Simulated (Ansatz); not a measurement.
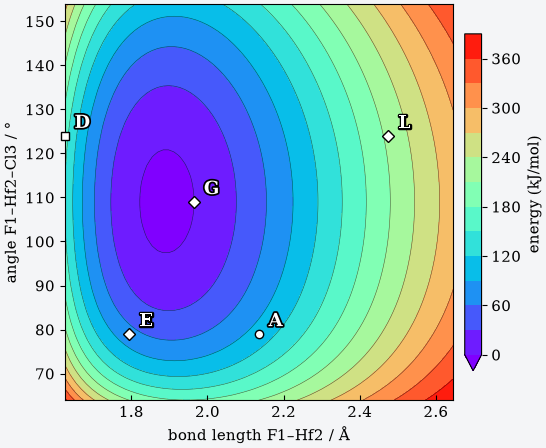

Cl3FHf, SMILES [F][Hf]([Cl])([Cl])[Cl]. First axis: bond length F1–Hf2. Second axis: angle F1–Hf2–Cl3. Nothing is relaxed (all other coordinates rigid). The scan uses a 7 × 7 grid. Energies: kJ/mol, counted from the lowest grid point. Theory: RKS PBE0-D4/def2-SVP (Ansatz).

In the figure: filled contours, lettered points. Between grid points the surface is interpolated.

Question: What kind of point is each of A, L: minimum, saddle, maximum or slope?

Answer: A: on a slope; L: on a slope. (In these two coordinates alone; a stationary point may lie a little off the grid point.)

Question: Rank the lettered points by energy, lowest first.

Answer: G (0 kJ/mol), E (71 kJ/mol), A (103 kJ/mol), D (163 kJ/mol), L (216 kJ/mol).
